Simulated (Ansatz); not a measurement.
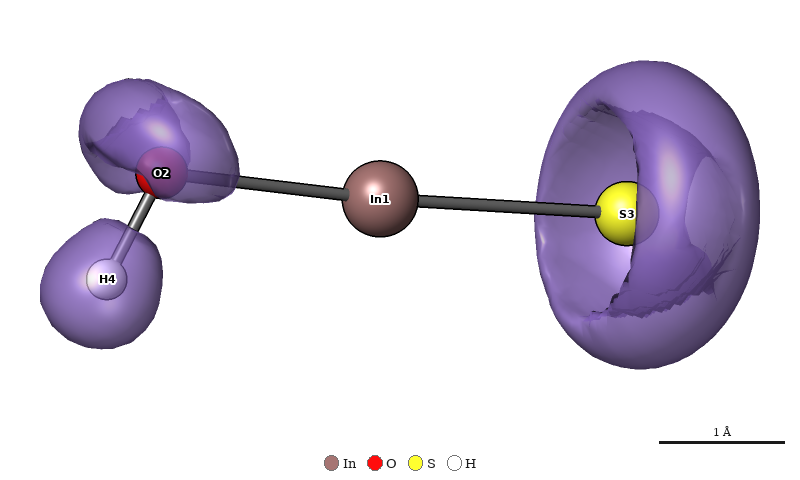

HInOS. Isosurface of the ELF at 0.85 (purple), seen at a tilt. Only the valence region is drawn (cores and ρ < 0.01 e/Å³ removed).

Geometry: B3LYP-D3(BJ)/def2-SVP; core potentials replace the inner electrons of In.

These are results of isolated molecule in a Gaussian basis; Kohn-Sham density functional theory, functional PBE0 in Ansatz 0.2.0, not measurements.

Q: Describe the localisation domains.

A: At this value the surface marks out one region around a hydrogen nucleus, one ring or bowl of non-bonding electrons around S and one lobe on O, pointing away from the bonds (lone pairs, which may merge into one lobe).

Values along the shortest contacts:
In–O (1.98 Å): the ELF peaks at about 0.80 in the valence shell of O, 0.6 Å from its nucleus, and drops to about 0.15 between the two atoms. In–S (2.22 Å): the ELF peaks at about 0.65 in the valence shell of S, 0.9 Å from its nucleus, and drops to about 0.25 between the two atoms.
